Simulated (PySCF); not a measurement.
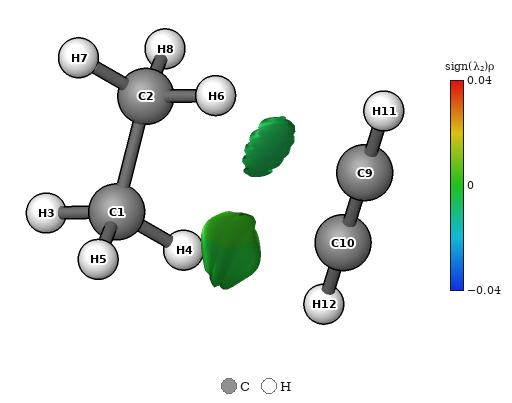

Figure. C4H8, SMILES `CC.C#C`. Non-covalent interaction surfaces between the fragments (reduced density gradient s = 0.5, coloured by sign(λ₂)ρ in a.u.; trimmed to the region between the fragments where ρ is under 0.06 a.u.). Fragment A: H6C2 (atoms 1–8); fragment B: H2C2.

PySCF calculation, CAM-B3LYP/def2-SVPD, gas phase; geometry: GFN2-xTB.

Cartesian coordinates (Å):

```
C1      -1.8965    0.6331   -0.1076
C2      -1.5336   -0.8309    0.0918
H3      -2.9636    0.7442   -0.2876
H4      -1.6390    1.2143    0.7753
H5      -1.3619    1.0444   -0.9611
H6      -0.4639   -0.9386    0.2592
H7      -1.8028   -1.4133   -0.7865
H8      -2.0608   -1.2423    0.9497
C9       2.5254   -0.3652   -0.0969
C10      1.8854    0.6196    0.1177
H11      3.0869   -1.2322   -0.2845
H12      1.3207    1.4843    0.3056
```

### Interpret the surfaces between the fragments.

Bond critical points between the fragments: H6···C10, C–H···C contact, 2.82 Å, ρ = 0.006 a.u. It is weak and appears green (van der Waals range). The pose is a local one from a semi-empirical search, not shown to be the most stable.

### How strongly are they bound?

The counterpoise-corrected interaction energy of the frozen fragments is +0.1 kcal/mol without dispersion correction and −0.9 kcal/mol with D3(BJ). The pair geometry is semi-empirical, not a minimum at this level.
